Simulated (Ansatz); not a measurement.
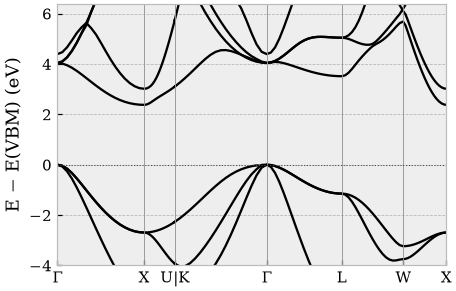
Fig. 1. Band structure from the program Ansatz at the r²SCAN level (PAW)

Question: Read off the gap and where the band edges lie.

Answer: About 2.4 eV (2.38 eV by a search for the band edges); maximum at Γ, minimum at X.

Question: Pick the material that matches.
(A) GaP, zinc blende
(B) HfC, zinc blende
(C) BeTe, zinc blende
(D) ZnSe, zinc blende

Answer: C, BeTe, zinc blende

Space group F-43m (zinc blende). Symmetry was held in the r²SCAN relaxation. Spin–orbit coupling is left out wherever it is not named.

Potentials: the earlier of the program's two PAW sets. The files were generated under PBE; for other functionals the program regenerates the frozen cores, and for LDA and PBEsol the local potential too.
